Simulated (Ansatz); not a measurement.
The starting structures come from a database of crystals and need not be the phases stable at ambient conditions.

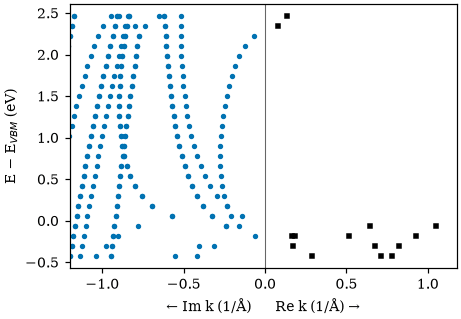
Figure: Complex bands at the centre of the two-dimensional zone; PBEsol (Ansatz, a program for electronic structure)

The gap is the functional's own. No spin-orbit coupling. Mid-gap values are interpolated on the energy grid.

Task: This is K$_{2}$S (Fm-3m, anti-fluorite, not sure to be the ambient phase, 3 atoms a cell, 34.0 Å³ an atom) along the normal of (110). Read off the slowest decay at the centre of the two-dimensional zone at 1.14 eV, the computed energy nearest the middle of the gap.

Result: κ ≈ 0.27 1/Å, a decay length 1/(2κ) of the density of 1.9 Å.
